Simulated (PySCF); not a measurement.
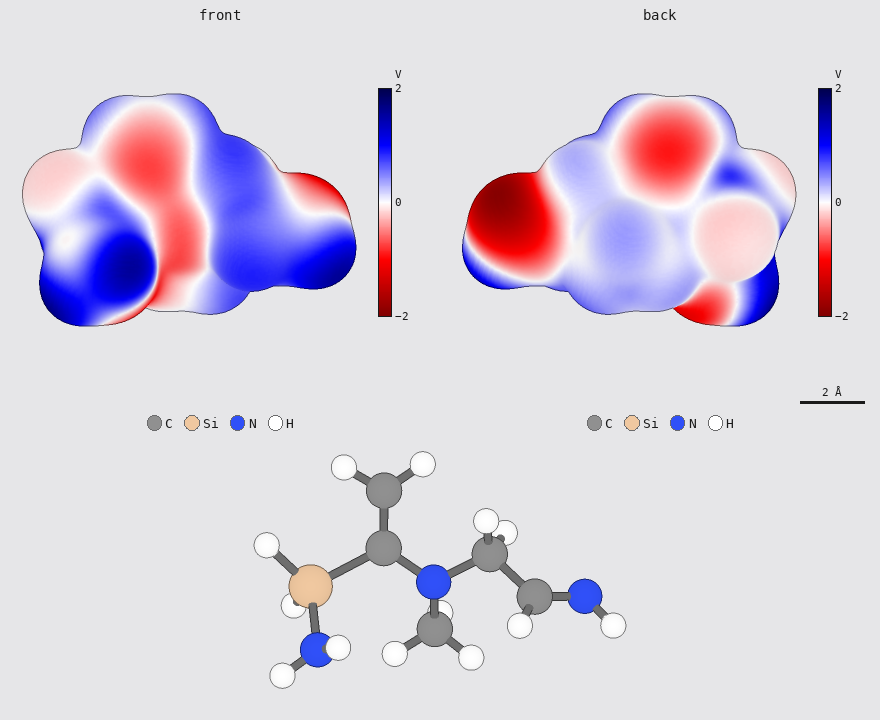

The picture shows: C₅H₁₃N₃Si (SMILES [H]/N=C/CN(C)C(=C)[SiH2]N). The molecular electrostatic potential painted on the density surface at 0.002 e/bohr³, seen from the front and from behind; red is negative and blue positive. The bare structure is drawn below in the same view.

Geometry: GFN2-xTB.

Computed with PySCF, PBE0/pcSseg-1, SCF density, gas phase, non-relativistic.

```xyz
22

C     0.9905   -1.3578    1.5784
C     0.8628   -0.6912    0.4264
Si    2.4096   -0.4627   -0.6485
N     2.3934    1.1672   -1.2225
N    -0.3120   -0.0659    0.0216
C    -0.6534   -0.1352   -1.3821
C    -1.4775   -0.1430    0.8799
C    -2.4239    0.9806    0.5977
N    -3.6596    0.7765    0.5509
H     1.9502   -1.7382    1.8776
H     0.1824   -1.5570    2.2627
H     3.5738   -0.8315    0.1711
H     2.4141   -1.2887   -1.8622
H     3.1542    1.4686   -1.8099
H     2.1655    1.8979   -0.5663
H     0.2138    0.1186   -1.9845
H    -1.4487    0.5807   -1.5925
H    -1.0108   -1.1339   -1.6684
H    -2.0138   -1.0998    0.7944
H    -1.1479   -0.0193    1.9166
H    -1.9340    1.9572    0.4716
H    -4.2390    1.5965    0.3855
```

Question: Which sites attract a positive test charge, and which a negative one?

Answer: A positive charge is drawn to the negative regions and a negative charge to the positive ones. The most negative region (about −1.9 V) lies over N9, the most positive (about +1.6 V) over H14, H15 and H22. N9 is the likeliest acceptor of a hydrogen bond.

Question: What dipole moment does the calculation give?

Answer: Its dipole moment is 2.64 D.
